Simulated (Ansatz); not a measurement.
# What TiC (model cell, started as CsCl type) distorts into, part 3 of 3

Which phase does TiC (model cell, started as CsCl type) fall into along its unstable mode, and how much energy does it gain?

Ansatz 0.2.0; DFT PBEsol, scalar-relativistic, plane waves, PAW.

So far. Step 5 (Energy along the mode, all amplitudes (two of the runs …): The lowest of the steps tried is at 0.45 Å, 219 meV/atom below the parent; the bottom of the well need not coincide with a step. Step 7 (The new phase in its own primitive cell): The forces vanish by symmetry and the pressure is 0.000 GPa, within the tolerances set. The cell now holds 9.88 Å³/atom. The relaxed cell has a = 3.128, c = 4.665 Å (conventional setting).

The structure was built from a prototype and need not be the compound's stable phase.

### 8. Modes of the new phase, k-mesh 15×15×8

A relaxed structure may still be a saddle point, so its zone-centre modes are computed. No field response is asked, since the mesh shows no gap.

Input file input.yaml:

```yaml
crystal:
  lattice:
    - [3.128049965, 0.0, 0.0]
    - [-1.5640249825, 2.708970734, 0.0]
    - [0.0, 0.0, 4.665274693]
  atoms:
    - { symbol: Ti, position: [0.3333333333, 0.6666666667, 0.75] }
    - { symbol: Ti, position: [0.6666666667, 0.3333333333, 0.25] }
    - { symbol: C, position: [0.0, 0.0, 0.0] }
    - { symbol: C, position: [0.0, 0.0, 0.5] }
kpoints:
  mp_grid: { grid: [15, 15, 8] }
hamiltonian:
  xc: pbesol
scf:
  occupations: { method: methfessel_paxton, width: 0.15 }
output:
  eigenvalues: true
phonons:
  method: dfpt
```

Command:

```bash
ansatz run input.yaml --threads 4 --pin off --max-ram 7168MiB --backend cpu --events-out ev --progress --plain --runs-dir out
```

Numbers of over 12 decimals in the logs are rounded to 6 here.

The log of the run:

```text
[...]
Crystal: 4 atoms, lattice volume = 39.533 Å³
Basis set: ecut = 420 eV, 771 PW (Γ), exchange–correlation on 48×48×64 points (8 copies of the dense FFT grid, shifted against one another)
Bands: 20, of which v1, the nominal top of the filled ones, is band 16 counted from 1 (15 counted from 0)
Symmetry: 24 space group operations
k-points: 488 of 1800 (irreducible under 2 space group operations, time reversal used)
[...]
SCF iter   1: F=—  HF=-5444.345832 eV  |F-HF|=—  |Δ(HF+E_count)|=         —  Δρ=1.57e-2  dr2=1.28e-1  ethr=1.77e-3  ⟨swp⟩=4.8  Hψ=85309  notcnv=0
automatic band count: the SCF goes on with 24 bands, as 20 were too few: they end inside the smearing window of the response
[...]
SCF iter   2: F=—  HF=-5444.328775 eV  |F-HF|=—  |Δ(HF+E_count)|=   1.71e-2  S|Δr|=    0.00e0  Δρ=1.02e-2  dr2=5.76e-2  ethr=4.00e-4  ⟨swp⟩=1.0  Hψ=15616  notcnv=0
[...]
SCF iter   8: F=-5444.316403 eV  HF=-5444.316403 eV  |F-HF|=9.09e-13  |Δ(HF+E_count)|=    0.00e0  S|Δr|=    0.00e0  Δρ=2.15e-8  dr2=5.14e-14  ethr=1.00e-12  ⟨swp⟩=8.6  Hψ=48116  notcnv=0
SCF 1 converged in 8 iterations: F = -5444.316403 eV  dr2 = 5.14e-14
[...]
DFPT response loops at Γ: preconditioner auto → Kerker (q_TF=auto, 2.634 Å⁻¹) (partly filled bands, converged f_vac=0.000); β = 1.00, the filter's whole step (`scf.mixing.beta` (0.50) is not read by the response loops under this deck's `scf.mixing.preconditioner`; to damp them name `kerker` or `kerker_dos`, under which they read `scf.mixing.beta`, and type it under 1.00, their step now; both keys bind the ground state too); Broyden in place of MSR1
SCF converged after 8 iterations
[...]
Free energy (F): -5444.316403 eV
[...]
Internal energy: -5444.315969 eV  (E = F + TS)
E sigma→0 (E₀):  -5444.316295 eV
Entropy (-TS):   -0.000434 eV (-0.109 meV/atom)
Fermi energy:    15.546727 eV
[...]
--- Band table (eV; the first three rows and the last of 488) ---
  k-point 0: bands = [... 12 lower, 12.1688, 14.4537, 14.4537, 16.1494, 16.1494, 16.2210, 16.2847, 16.2847, ... 4 higher]
  k-point 1: bands = [... 12 lower, 12.1916, 14.1507, 14.1507, 15.9678, 16.4147, 16.4147, 16.5111, 16.5111, ... 4 higher]
  k-point 2: bands = [... 12 lower, 12.2717, 13.6095, 13.6095, 15.2371, 16.7758, 16.7758, 17.1832, 17.1832, ... 4 higher]
  k-point 487: bands = [... 12 lower, 12.0757, 12.1409, 12.7537, 14.7365, 16.4041, 17.7054, 17.9185, 18.9286, ... 4 higher]
--- Phonons (Γ-DFPT): 4 representative perturbations + reference, on 488 of 1800 k-points (Σ response iterations 12) ---
  k mesh reduced under 2 symmetry operations, with k and −k counted as one. Each operation leaves every solved perturbation unchanged. A smaller set is not used because it would not reduce the number of displacements times k-points to solve
  ASR residual: 6.786e-6 → 0.000e0 eV/Å²; symmetrization residual: 6.153e-7 eV/Å²
  ASR residual per site (eV/Å²): 6.79e-6 6.79e-6 1.81e-6 1.81e-6
  Γ frequencies (cm⁻¹): 0.00 0.00 0.00 314.84 314.84 439.77 473.14 514.04 571.46 571.46 736.81 736.81
  non-analytic LO–TO correction: not included (Born effective charges unavailable; polar crystals: no LO–TO splitting at Γ)
```

Wall time 50 s (4 threads of Arm Neoverse V1, shared host); peak memory 1.6 GiB.

This step gave:

| Property | Result |
| --- | --- |
| sum-rule residual before enforcement | 6.79e-6 eV/Å² |
| point group | 6/mmm |
| highest optical mode at the zone centre (no LO-TO term) | 736.8 cm⁻¹ |
| lowest optical zone-centre mode | 314.8 cm⁻¹ |

Patterns of degenerate modes are one choice out of their space. Modes at Γ, with each element's share of the kinetic energy:

```tsv
mode	frequency (cm⁻¹)	symmetry	Ti %	C %
1	0.0	acoustic	80	20
2	0.0	acoustic	80	20
3	0.0	acoustic	80	20
4	314.8	E2g	100	0
5	314.8	E2g	100	0
6	439.8	B1g	100	0
7	473.1	A2u	20	80
8	514.0	B2u	0	100
9	571.5	E2u	0	100
10	571.5	E2u	0	100
11	736.8	E1u	20	80
12	736.8	E1u	20	80
```

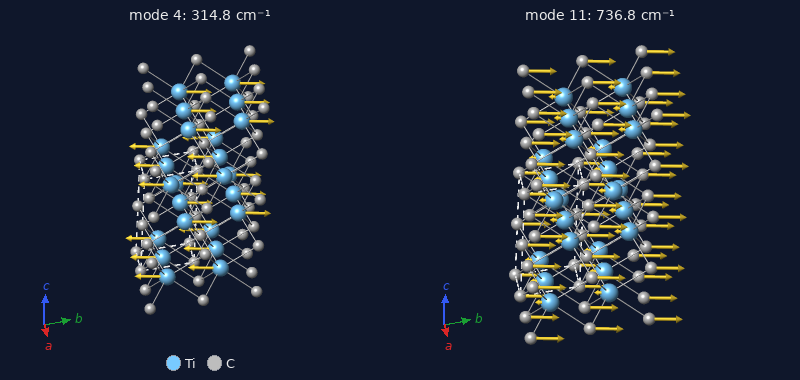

Displacement patterns of modes 4 and 11 at Γ; arrows are exaggerated. Bonds to atoms that aren't drawn are left out. 3×2×2 cells are drawn. Some periodic images of atoms are drawn too.

Before it was imposed, the acoustic sum rule was missed by 6.8e-6 eV/Å². Small misses are needed for a sound result but don't prove that mesh and cutoff are converged. The lowest optical mode is real, 315 cm⁻¹.

### 9. Outcome

```json
{
 "unstable mode of the parent": "q = (0, 0, -0.5), 334i cm⁻¹",
 "depth at the lowest point sampled": "219 meV/atom",
 "largest atomic shift at that point": "0.45 Å",
 "space group reached (within 0.01 Å)": "P6_3/mmc",
 "energy gained over the parent (first relaxation, on the mesh of the frozen mode)": "1040 meV/atom",
 "volume per atom, phase reached": "9.88 Å³",
 "lowest optical zone-centre mode, phase reached": "315 cm⁻¹",
 "highest optical mode at the zone centre (no LO-TO term), phase reached": "737 cm⁻¹"
}
```

**Reading.** Along this mode the structure falls into P6_3/mmc, 1040 meV/atom below the parent. At the parent's cell the well is 218.9 meV/atom deep on the steps tried, with its lowest point at a shift of 0.45 Å. Relaxing atoms and cell changes the gain by +820.92 meV/atom against the lowest step (energies at zero smearing). Most of the total comes from this relaxation. The new phase has no imaginary mode at the zone centre of its cell; other wavevectors were not checked. Of the 4 patterns followed to their end from this parent, this one reaches the lowest energy. Each path keeps the symmetry of its pattern, so a lower phase may lie along a pattern not tried. With no gap, or one that is small against the smearing, the frequencies hang on the k mesh and the smearing, most of all near Kohn anomalies. The starting cell was built on a prototype and not taken from a measurement, so the phase need not exist.

[Logs are printed without paths, hosts, clocks, repeated set-up lines and the standing remarks that a program may print on its own settings, such as how far it seeks lower states.]

[Hosts, paths, dates, database ids (printed as entryN), source tags and the programs' standing remarks are cut or masked in the printed files.]
